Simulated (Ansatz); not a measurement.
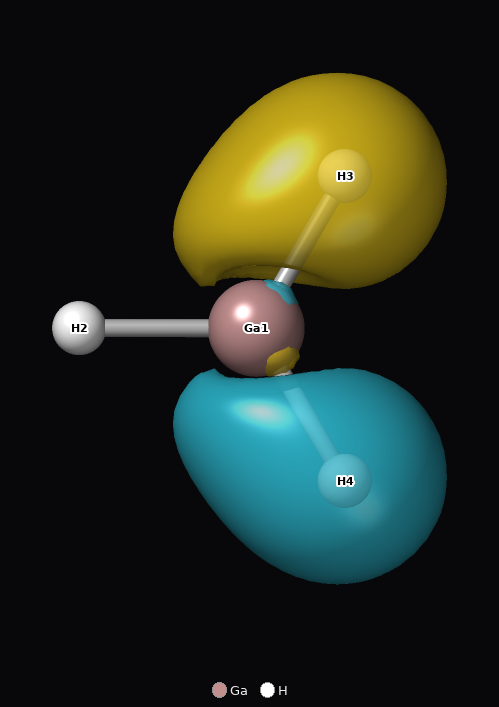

GaH3. The HOMO at ±0.15 Å⁻³ᐟ² (yellow and cyan are the two phases), seen across its widest extent.

Computed with Ansatz 0.2.0, RKS PBE0/def2-SVP.

### Where does this orbital lie, and at what energy?

Its weight (Hirshfeld) is mainly on Ga1 (about 40 %), H3 (about 30 %) and H4 (about 30 %); it is symmetric in the molecular plane (an in-plane orbital: σ, lone-pair or in-plane π type). It is one of a degenerate set, so its orientation is arbitrary. Its energy is −8.57 eV.
